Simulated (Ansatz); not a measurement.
# K on Ni(100): change of the work function, part 2 of 4

Wanted: Δφ(θ) for K/Ni(100), starting from the hollow site.

Ansatz 0.2.0; plane-wave DFT, PBE, Ansatz PAW.

So far, work function, upper face (eV): step 2 (the clean slab) 4.88.

### Step 3. Adsorbate added, k-mesh 4×4×1, coverage 0.111 ML

System of this step: KNi36 (K/Ni(100)). The cell holds 37 atoms: 36 Ni and 1 K. Cell: a = 7.467 Å, b = 7.467 Å, c = 26.107 Å, α = 90.0°, β = 90.0°, γ = 90.0°. Vacuum lies along c.

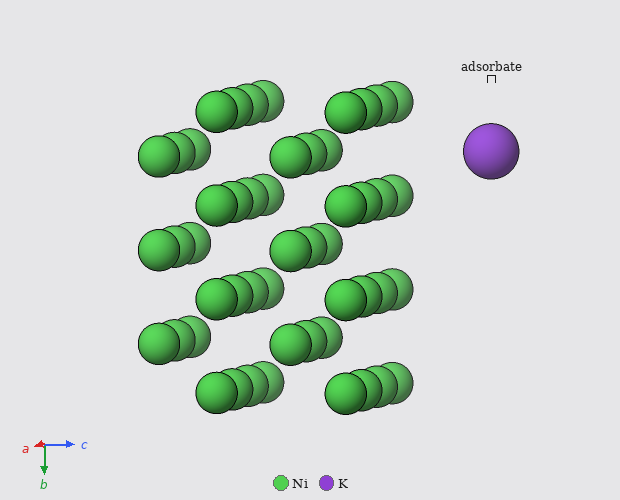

The cell of this step (nickel green, potassium purple). Some periodic images of atoms are drawn too.

The clean slab as it ended is repeated in the plane and the adsorbate is set on one face; the cell's size fixes the coverage, and the k-mesh shrinks with it to keep the sampling density about even. Adsorbate and upper layers relax, since the dipole depends on the height.

input.yaml reads:

```yaml
crystal:
  lattice:
    - [7.4670476094, 0.0, 0.0]
    - [0.0, 7.4670476094, 0.0]
    - [0.0, 0.0, 26.1072931773]
  atoms:
    - { symbol: Ni, position: [0.1666666667, 0.1666666667, 0.3447312572], spin: 0.76 }
    - { symbol: Ni, position: [0.0, 0.0, 0.4121453698], spin: 0.69 }
    - { symbol: Ni, position: [0.1666666667, 0.1666666667, 0.4804078646], spin: 0.7 }
    - { symbol: Ni, position: [0.0, 0.0, 0.5452737482], spin: 0.76 }
    - { symbol: Ni, position: [0.1666666667, 0.5, 0.3447312572], spin: 0.76 }
    - { symbol: Ni, position: [0.0, 0.3333333333, 0.4121453698], spin: 0.69 }
    - { symbol: Ni, position: [0.1666666667, 0.5, 0.4804078646], spin: 0.7 }
    - { symbol: Ni, position: [0.0, 0.3333333333, 0.5452737482], spin: 0.76 }
    - { symbol: Ni, position: [0.1666666667, 0.8333333333, 0.3447312572], spin: 0.76 }
    - { symbol: Ni, position: [0.0, 0.6666666667, 0.4121453698], spin: 0.69 }
    - { symbol: Ni, position: [0.1666666667, 0.8333333333, 0.4804078646], spin: 0.7 }
    - { symbol: Ni, position: [0.0, 0.6666666667, 0.5452737482], spin: 0.76 }
    - { symbol: Ni, position: [0.5, 0.1666666667, 0.3447312572], spin: 0.76 }
    - { symbol: Ni, position: [0.3333333333, 0.0, 0.4121453698], spin: 0.69 }
    - { symbol: Ni, position: [0.5, 0.1666666667, 0.4804078646], spin: 0.7 }
    - { symbol: Ni, position: [0.3333333333, 0.0, 0.5452737482], spin: 0.76 }
    - { symbol: Ni, position: [0.5, 0.5, 0.3447312572], spin: 0.76 }
    - { symbol: Ni, position: [0.3333333333, 0.3333333333, 0.4121453698], spin: 0.69 }
    - { symbol: Ni, position: [0.5, 0.5, 0.4804078646], spin: 0.7 }
    - { symbol: Ni, position: [0.3333333333, 0.3333333333, 0.5452737482], spin: 0.76 }
    - { symbol: Ni, position: [0.5, 0.8333333333, 0.3447312572], spin: 0.76 }
    - { symbol: Ni, position: [0.3333333333, 0.6666666667, 0.4121453698], spin: 0.69 }
    - { symbol: Ni, position: [0.5, 0.8333333333, 0.4804078646], spin: 0.7 }
    - { symbol: Ni, position: [0.3333333333, 0.6666666667, 0.5452737482], spin: 0.76 }
    - { symbol: Ni, position: [0.8333333333, 0.1666666667, 0.3447312572], spin: 0.76 }
    - { symbol: Ni, position: [0.6666666667, 0.0, 0.4121453698], spin: 0.69 }
    - { symbol: Ni, position: [0.8333333333, 0.1666666667, 0.4804078646], spin: 0.7 }
    - { symbol: Ni, position: [0.6666666667, 0.0, 0.5452737482], spin: 0.76 }
    - { symbol: Ni, position: [0.8333333333, 0.5, 0.3447312572], spin: 0.76 }
    - { symbol: Ni, position: [0.6666666667, 0.3333333333, 0.4121453698], spin: 0.69 }
    - { symbol: Ni, position: [0.8333333333, 0.5, 0.4804078646], spin: 0.7 }
    - { symbol: Ni, position: [0.6666666667, 0.3333333333, 0.5452737482], spin: 0.76 }
    - { symbol: Ni, position: [0.8333333333, 0.8333333333, 0.3447312572], spin: 0.76 }
    - { symbol: Ni, position: [0.6666666667, 0.6666666667, 0.4121453698], spin: 0.69 }
    - { symbol: Ni, position: [0.8333333333, 0.8333333333, 0.4804078646], spin: 0.7 }
    - { symbol: Ni, position: [0.6666666667, 0.6666666667, 0.5452737482], spin: 0.76 }
    - { symbol: K, position: [0.1666666667, 0.1666666667, 0.6552687428] }
magnetization:
  spin_polarized: true
kpoints:
  mp_grid: { grid: [4, 4, 1] }
hamiltonian:
  xc: pbe
scf:
  occupations: { method: fermi_dirac, width: 0.1 }
  convergence: { dr2_threshold: 1.0e-08 }
efield:
  axis: 3
  dipole_correction: true
  ramp_position: 0.97
  ramp_width: 0.06
relax:
  f_tol: 0.02
  max_steps: 60
  constraints:
    - { sites: [0, 1, 4, 5, 8, 9, 12, 13, 16, 17, 20, 21, 24, 25, 28, 29, 32, 33] }
output:
  write_potential: true
  write_density: true
  volumetric_format: npy
```

Started as:

```bash
$ ansatz run input.yaml --threads 4 --pin off --max-ram 16384MiB --backend cpu --events-out ev --progress --plain --runs-dir out
```

Numbers of over 12 decimals in the logs are rounded to 6 here.

The program printed:

```text
[...]
Crystal: 37 atoms, lattice volume = 1455.659 Å³
Basis set: ecut = 420 eV, 28495 PW (Γ), exchange–correlation on 100×100×360 points (8 copies of the dense FFT grid, shifted against one another)
Bands: 410, of which v1, the nominal top of the filled ones, is band 329 counted from 1 (328 counted from 0)
Symmetry: 8 space group operations
k-points: 6 of 16
[...]
Starting moments: Σ|m| = 26.19 μB on 36 of 37 sites
[...]
SCF iter   1: F=—  HF=-211719.049620 eV  |F-HF|=—  |Δ(HF+E_count)|=         —  Δρ=2.08e-2 (↑1.34e-2 ↓2.08e-2)  dr2=3.99e1  dr2_m=2.00e0  M=27.427 μB ∫|m|=28.711 μB  β_m=1.00  ethr=3.10e-3  p=-0.000 e·Å  D=-1.06e-6 V/Å  ΔV_dip=0.00 eV  dr2_dipole=5.46e-1  V_vac-E_F(+/−)=7.08/7.08 eV  ⟨swp⟩=8.9  Hψ=23875  notcnv=0  defer=395
[...]
SCF iter  19: F=-211754.335652 eV  HF=-211754.335652 eV  |F-HF|=6.61e-9  |Δ(HF+E_count)|=   1.37e-9  Δρ=3.80e-7 (↑9.30e-8 ↓3.80e-7)  dr2=6.55e-9  dr2_m=3.07e-10  M=24.221 μB ∫|m|=27.748 μB  ethr=1.00e-12  p=0.967 e·Å  D=1.20e-1 V/Å  ΔV_dip=-3.14 eV  dr2_dipole=1.34e-9  V_vac-E_F(+/−)=1.76/4.90 eV  ⟨swp⟩=6.2  Hψ=28451  notcnv=0
SCF 1 converged in 19 iterations: F = -211754.335652 eV  dr2 = 6.55e-9
[...]
relax step   1: F+E_penalty+E_count = -211754.33565185 eV  Δ(F+E_penalty+E_count) = +0.000e0 eV  max|allowed force component| = 3.649e-1 eV/Å  Δτ_max = 0.0000 Å  (19 SCF iters, accepted)
[...]
SCF iter  12: F=-211754.358984 eV  HF=-211754.358984 eV  |F-HF|=2.30e-9  |Δ(HF+E_count)|=   8.70e-9  Δρ=3.26e-7 (↑6.07e-8 ↓3.26e-7)  dr2=1.63e-9  dr2_m=3.96e-10  M=24.207 μB ∫|m|=27.735 μB  ethr=1.00e-12  p=0.940 e·Å  D=1.17e-1 V/Å  ΔV_dip=-3.05 eV  dr2_dipole=2.04e-11  V_vac-E_F(+/−)=1.85/4.90 eV  ⟨swp⟩=6.2  Hψ=27191  notcnv=0
SCF 2 converged in 12 iterations: F = -211754.358984 eV  dr2 = 1.63e-9
relax step   2: F+E_penalty+E_count = -211754.35898388 eV  Δ(F+E_penalty+E_count) = -2.333e-2 eV  max|allowed force component| = 2.423e-1 eV/Å  Δτ_max = 0.0687 Å  (12 SCF iters, accepted)
SCF iter   1: F=—  HF=-211754.362775 eV  |F-HF|=—  |Δ(HF+E_count)|=         —  Δρ=1.83e-3 (↑1.23e-3 ↓1.83e-3)  dr2=1.24e-1  dr2_m=1.41e-2  M=24.211 μB ∫|m|=27.746 μB  β_m=1.00  ethr=4.97e-5  p=0.940 e·Å  D=1.17e-1 V/Å  ΔV_dip=-3.05 eV  dr2_dipole=1.78e-2  V_vac-E_F(+/−)=1.86/4.91 eV  ⟨swp⟩=6.1  Hψ=15730  notcnv=0  defer=472
[...]
SCF iter  15: F=-211754.358811 eV  HF=-211754.358811 eV  |F-HF|=1.20e-8  |Δ(HF+E_count)|=   2.71e-9  Δρ=3.98e-7 (↑7.73e-8 ↓3.98e-7)  dr2=9.18e-9  dr2_m=3.67e-10  M=24.204 μB ∫|m|=27.733 μB  ethr=1.00e-12  p=0.888 e·Å  D=1.10e-1 V/Å  ΔV_dip=-2.88 eV  dr2_dipole=1.79e-9  V_vac-E_F(+/−)=2.02/4.90 eV  ⟨swp⟩=6.1  Hψ=27380  notcnv=0
SCF 3 converged in 15 iterations: F = -211754.358811 eV  dr2 = 9.18e-9
relax step   3: F+E_penalty+E_count = -211754.35881079 eV  Δ(F+E_penalty+E_count) = +1.731e-4 eV  max|allowed force component| = 1.668e-1 eV/Å  Δτ_max = 0.1167 Å  (15 SCF iters, rejected (line search))
[...]
relax step   4: F+E_penalty+E_count = -211754.37147577 eV  Δ(F+E_penalty+E_count) = -1.249e-2 eV  max|allowed force component| = 1.232e-1 eV/Å  Δτ_max = 0.0569 Å  (14 SCF iters, accepted)
SCF iter   1: F=—  HF=-211754.376462 eV  |F-HF|=—  |Δ(HF+E_count)|=         —  Δρ=2.27e-4 (↑1.99e-4 ↓2.27e-4)  dr2=1.93e-3  dr2_m=2.28e-4  M=24.192 μB ∫|m|=27.722 μB  β_m=1.00  ethr=2.11e-5  p=0.914 e·Å  D=1.14e-1 V/Å  ΔV_dip=-2.97 eV  dr2_dipole=4.56e-4  V_vac-E_F(+/−)=1.93/4.90 eV  ⟨swp⟩=6.0  Hψ=12607  notcnv=0  defer=439
[...]
SCF iter  14: F=-211754.375529 eV  HF=-211754.375529 eV  |F-HF|=1.14e-9  |Δ(HF+E_count)|=  7.28e-10  Δρ=1.87e-7 (↑4.93e-8 ↓1.87e-7)  dr2=1.29e-9  dr2_m=1.37e-10  M=24.183 μB ∫|m|=27.709 μB  ethr=1.00e-12  p=0.891 e·Å  D=1.11e-1 V/Å  ΔV_dip=-2.89 eV  dr2_dipole=2.83e-10  V_vac-E_F(+/−)=2.00/4.90 eV  ⟨swp⟩=5.8  Hψ=25324  notcnv=0
SCF 5 converged in 14 iterations: F = -211754.375529 eV  dr2 = 1.29e-9
relax step   5: F+E_penalty+E_count = -211754.37552901 eV  Δ(F+E_penalty+E_count) = -4.053e-3 eV  max|allowed force component| = 1.165e-2 eV/Å  Δτ_max = 0.0557 Å  (14 SCF iters, accepted)
NSCF: frozen V_eff on 6 k-points
the search or the solves at the SCF's close seem to have found levels that the self-consistency loop had missed (the run counts 2). By its estimate they hold under 1e-12 electrons; where the run keeps them, the occupations were computed again with them
[...]
SCF converged after 14 iterations
Magnetization: 24.1834 μB (340.5917 up, 316.4083 down)
Absolute magnetization: 27.7350 μB (∫|ρ↑−ρ↓|, with the PAW one-centre terms)
[...]
Per-site moments (μB) at R_I (Å): [(0.763965, 1.026719), (0.692888, 1.026719), (0.686682, 1.007086), (0.689626, 1.004161), (0.763763, 1.026719), (0.692888, 1.026719), (0.685863, 1.005978), (0.689626, 1.004161), (0.763763, 1.026719), (0.691660, 1.026719), (0.685863, 1.005978), (0.737721, 1.012040), (0.763763, 1.026719), (0.692888, 1.026719), (0.685863, 1.005978), (0.689626, 1.004161), (0.764269, 1.026719), (0.692888,  [...]
Free energy (F): -211754.375529 eV
[...]
Internal energy: -211752.235776 eV  (E = F + TS)
E sigma→0 (E₀):  -211753.305653 eV
Entropy (-TS):   -2.139753 eV (-57.831 meV/atom)
Fermi energy:    2.595266 eV
Dipole field:    D = 0.110829 V/Å  (p = 0.891562 e·Å, saw-weighted, corrected)
Work function:   Φ+ = 2.0041 eV   Φ− = 4.8976 eV
[...]
--- Forces (eV/Å), atoms counted from 1 ---
  atom   1  Ni    -0.00000000     0.00000000     0.32688205
  atom   2  Ni    -0.01527324    -0.01527324    -0.31151742
  atom   3  Ni    -0.00000000     0.00000000     0.00622936
  atom   4  Ni     0.00910373     0.00910373    -0.00244584
  atom   5  Ni     0.00000000     0.00072097     0.32796161
  atom   6  Ni    -0.01527324     0.01527324    -0.31151742
  atom   7  Ni     0.00000000    -0.00163233     0.00319836
  atom   8  Ni     0.00910373    -0.00910373    -0.00244584
  atom   9  Ni     0.00000000    -0.00072097     0.32796161
  atom  10  Ni    -0.02038128     0.00000000    -0.33694214
  atom  11  Ni     0.00000000     0.00163233     0.00319836
  atom  12  Ni    -0.00207035     0.00000000    -0.00023027
  atom  13  Ni     0.00072097     0.00000000     0.32796161
  atom  14  Ni     0.01527324    -0.01527324    -0.31151742
  atom  15  Ni    -0.00163233     0.00000000     0.00319836
  atom  16  Ni    -0.00910373     0.00910373    -0.00244584
  atom  17  Ni     0.00106276     0.00106276     0.32802764
  atom  18  Ni     0.01527324     0.01527324    -0.31151742
  atom  19  Ni     0.00268257     0.00268257     0.00094033
  atom  20  Ni    -0.00910373    -0.00910373    -0.00244584
  atom  21  Ni     0.00106276    -0.00106276     0.32802764
  atom  22  Ni     0.02038128     0.00000000    -0.33694214
  atom  23  Ni     0.00268257    -0.00268257     0.00094033
  atom  24  Ni     0.00207035     0.00000000    -0.00023027
  atom  25  Ni    -0.00072097     0.00000000     0.32796161
  atom  26  Ni     0.00000000    -0.02038128    -0.33694214
  atom  27  Ni     0.00163233     0.00000000     0.00319836
  atom  28  Ni     0.00000000    -0.00207035    -0.00023027
  atom  29  Ni    -0.00106276     0.00106276     0.32802764
  atom  30  Ni     0.00000000     0.02038128    -0.33694214
  atom  31  Ni    -0.00268257     0.00268257     0.00094033
  atom  32  Ni     0.00000000     0.00207035    -0.00023027
  atom  33  Ni    -0.00106276    -0.00106276     0.32802764
  atom  34  Ni     0.00000000     0.00000000    -0.35602300
  atom  35  Ni    -0.00268257    -0.00268257     0.00094033
  atom  36  Ni    -0.00000000     0.00000000    -0.00144362
  atom  37  K     -0.00000000     0.00000000    -0.01165449
  max |Σ_I F_I| component: 4.06e-5 eV/Å
--- Band table (eV; the first three rows and the last of 12) ---
  k-point 0 ↑: bands = [... 325 lower, 1.9197, 1.9197, 1.9305, 2.0094, 2.0173, 2.0183, 2.0183, 2.0237, ... 77 higher]
  k-point 1 ↑: bands = [... 325 lower, 1.9298, 1.9844, 1.9846, 1.9946, 1.9995, 2.0053, 2.0205, 2.0292, ... 77 higher]
  k-point 2 ↑: bands = [... 325 lower, 1.9582, 1.9783, 1.9793, 1.9889, 1.9911, 1.9917, 1.9928, 2.0692, ... 77 higher]
  k-point 5 ↓: bands = [... 325 lower, 2.7874, 2.7886, 2.7886, 2.9017, 2.9033, 2.9033, 2.9044, 2.9587, ... 77 higher]
--- Relaxed structure (5 steps of the walk, 4 accepted, 0 SCFs on fresh bases) ---
  F+E_penalty+E_count = -211754.37552901 eV   max|allowed force component| = 1.165e-2 eV/Å
  atoms:
    - { symbol: Ni, position: [0.166667, 0.166667, 0.344731] }
    - { symbol: Ni, position: [1.6666659794015235e-11, 1.6666659794015235e-11, 0.4121453698] }
    - { symbol: Ni, position: [0.166667, 0.166667, 0.480147] }
    - { symbol: Ni, position: [-0.000300798, -0.000300798, 0.544831] }
    - { symbol: Ni, position: [0.166667, 0.500000, 0.344731] }
    - { symbol: Ni, position: [1.6666659794015235e-11, 0.333333, 0.4121453698] }
    - { symbol: Ni, position: [0.166667, 0.500832, 0.480345] }
    - { symbol: Ni, position: [-0.000300798, 0.333634, 0.544831] }
    - { symbol: Ni, position: [0.166667, 0.833333, 0.344731] }
    - { symbol: Ni, position: [1.6666659794015235e-11, 0.666667, 0.4121453698] }
    - { symbol: Ni, position: [0.166667, 0.832501, 0.480345] }
    - { symbol: Ni, position: [0.000242113, 0.666667, 0.546040] }
    - { symbol: Ni, position: [0.500000, 0.166667, 0.344731] }
    - { symbol: Ni, position: [0.333333, 1.6666659794015235e-11, 0.4121453698] }
    - { symbol: Ni, position: [0.500832, 0.166667, 0.480345] }
    - { symbol: Ni, position: [0.333634, -0.000300798, 0.544831] }
    - { symbol: Ni, position: [0.500000, 0.500000, 0.344731] }
    - { symbol: Ni, position: [0.333333, 0.333333, 0.4121453698] }
    - { symbol: Ni, position: [0.500528, 0.500528, 0.480510] }
    - { symbol: Ni, position: [0.333634, 0.333634, 0.544831] }
    - { symbol: Ni, position: [0.500000, 0.833333, 0.344731] }
    - { symbol: Ni, position: [0.333333, 0.666667, 0.4121453698] }
    - { symbol: Ni, position: [0.500528, 0.832805, 0.480510] }
    - { symbol: Ni, position: [0.333091, 0.666667, 0.546040] }
    - { symbol: Ni, position: [0.833333, 0.166667, 0.344731] }
    - { symbol: Ni, position: [0.666667, 1.6666659794015235e-11, 0.4121453698] }
    - { symbol: Ni, position: [0.832501, 0.166667, 0.480345] }
    - { symbol: Ni, position: [0.666667, 0.000242113, 0.546040] }
    - { symbol: Ni, position: [0.833333, 0.500000, 0.344731] }
    - { symbol: Ni, position: [0.666667, 0.333333, 0.4121453698] }
    - { symbol: Ni, position: [0.832805, 0.500528, 0.480510] }
    - { symbol: Ni, position: [0.666667, 0.333091, 0.546040] }
    - { symbol: Ni, position: [0.833333, 0.833333, 0.344731] }
    - { symbol: Ni, position: [0.666667, 0.666667, 0.4121453698] }
    - { symbol: Ni, position: [0.832805, 0.832805, 0.480510] }
    - { symbol: Ni, position: [0.666667, 0.666667, 0.545954] }
    - { symbol: K, position: [0.166667, 0.166667, 0.648323] }
```

Wall time 45 min (4 threads of Arm Neoverse V1, shared host); peak memory 12 GiB; 2.9 h of CPU time.

The steps of the relaxation:

```
step  energy less that of the first step (eV)  largest force component (eV/Å)
   1                                   0.0000                          0.3649
   2                                  -0.0233                          0.2423
   3                                  -0.0232                          0.1668
   4                                  -0.0358                          0.1232
   5                                  -0.0399                          0.0117
```

Relaxation step 3 was tried and not accepted.

Forces are held to the 8 operations that the run works with; a distortion that breaks them can't arise in this run.

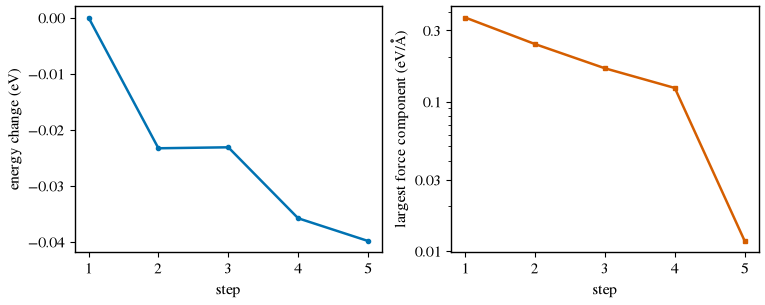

Energy and largest force along the relaxation.

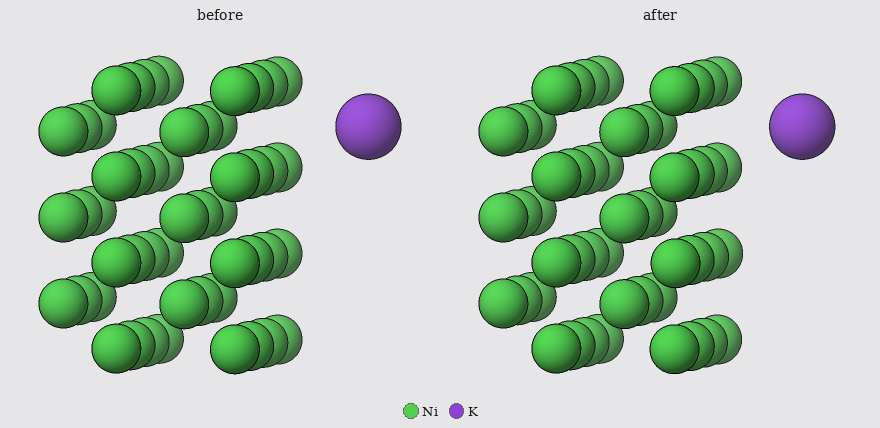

The structure before and after the relaxation, drawn at the same scale.

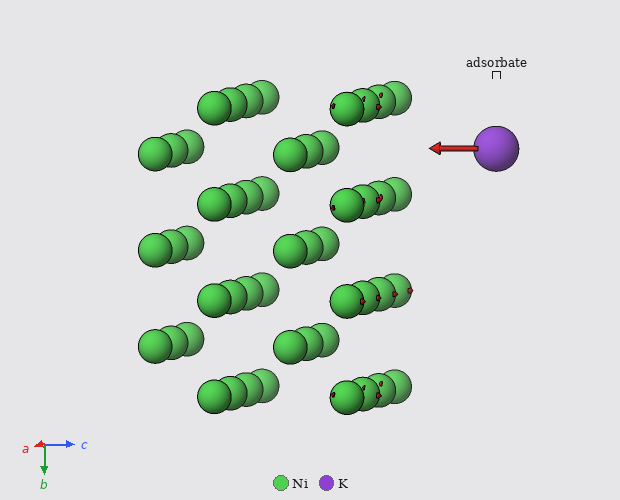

Displacements in the relaxation, exaggerated; the longest in the cell stands for 0.18 Å. Some periodic images of atoms are drawn too.

The atoms that moved most (Å):

```
atom      dx      dy      dz  length
 K37   0.000   0.000  -0.181   0.181
Ni32   0.000  -0.002   0.020   0.020
Ni24  -0.002   0.000   0.020   0.020
Ni12   0.002   0.000   0.020   0.020
Ni28   0.000   0.002   0.020   0.020
Ni36   0.000   0.000   0.018   0.018
 Ni4  -0.002  -0.002  -0.012   0.012
Ni16   0.002  -0.002  -0.012   0.012
```

Final coordinates:

```xyz
37
Lattice="7.4670 0.0000 0.0000 0.0000 7.4670 0.0000 0.0000 0.0000 26.1073" Properties=species:S:1:pos:R:3
Ni    1.2445    1.2445    9.0000
Ni    0.0000    0.0000   10.7600
Ni    1.2445    1.2445   12.5354
Ni   -0.0022   -0.0022   14.2241
Ni    1.2445    3.7335    9.0000
Ni    0.0000    2.4890   10.7600
Ni    1.2445    3.7397   12.5405
Ni   -0.0022    2.4913   14.2241
Ni    1.2445    6.2225    9.0000
Ni    0.0000    4.9780   10.7600
Ni    1.2445    6.2163   12.5405
Ni    0.0018    4.9780   14.2556
Ni    3.7335    1.2445    9.0000
Ni    2.4890    0.0000   10.7600
Ni    3.7397    1.2445   12.5405
Ni    2.4913   -0.0022   14.2241
Ni    3.7335    3.7335    9.0000
Ni    2.4890    2.4890   10.7600
Ni    3.7375    3.7375   12.5448
Ni    2.4913    2.4913   14.2241
Ni    3.7335    6.2225    9.0000
Ni    2.4890    4.9780   10.7600
Ni    3.7375    6.2186   12.5448
Ni    2.4872    4.9780   14.2556
Ni    6.2225    1.2445    9.0000
Ni    4.9780    0.0000   10.7600
Ni    6.2163    1.2445   12.5405
Ni    4.9780    0.0018   14.2556
Ni    6.2225    3.7335    9.0000
Ni    4.9780    2.4890   10.7600
Ni    6.2186    3.7375   12.5448
Ni    4.9780    2.4872   14.2556
Ni    6.2225    6.2225    9.0000
Ni    4.9780    4.9780   10.7600
Ni    6.2186    6.2186   12.5448
Ni    4.9780    4.9780   14.2534
K     1.2445    1.2445   16.9260
```

This step gave:

| Property | Result |
| --- | --- |
| energy at zero smearing | -211753.3057 eV |
| total moment | 24.18 μB |
| work function, upper face | 2.004 eV |
| work function, lower face | 4.898 eV |
| dipole along the normal | 0.8916 e·Å |
| step between the vacuum levels | -2.893 eV |

Running mean over 1.76 Å of the planar mean; the ramp of the sawtooth is left out. Electron's electrostatic potential energy less the Fermi level against z:

```
z (Å)  electron's electrostatic potential energy less the Fermi level (eV)
    4                                                                 4.90
    5                                                                 4.89
    6                                                                 4.86
    7                                                                 4.39
    8                                                                -1.70
    9                                                                -9.87
   10                                                                -10.3
   11                                                                -10.3
   12                                                                -10.2
   13                                                                -10.8
   14                                                                -10.4
   15                                                                -4.79
   16                                                                 2.33
   17                                                                 1.40
   18                                                                 1.62
   19                                                                 1.98
   20                                                                 2.00
   21                                                                 2.00
   22                                                                 2.00
   23                                                                 2.00
```

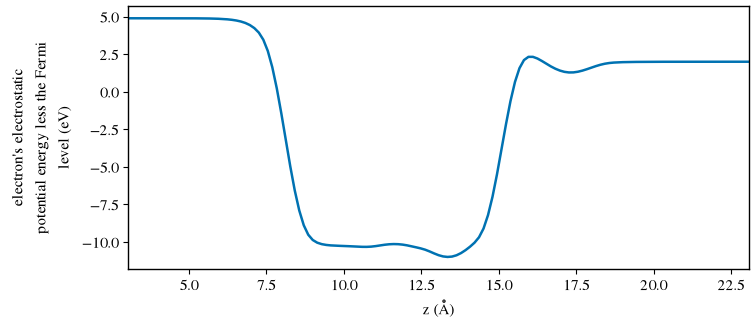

Electron's electrostatic potential energy less the Fermi level, plotted against z.

[end of part 2 of 4]

[Logs are printed without paths, hosts, clocks, repeated set-up lines and the standing remarks that a program may print on its own settings, such as how far it seeks lower states.]

[Hosts, paths, dates, database ids (printed as entryN), source tags and the programs' standing remarks are cut or masked in the printed files.]

[Maps of the electrostatic potential energy from Ansatz leave out the sawtooth potential of an applied field or a dipole correction, so their vacuum need not be flat; planar profiles and work functions include it.]
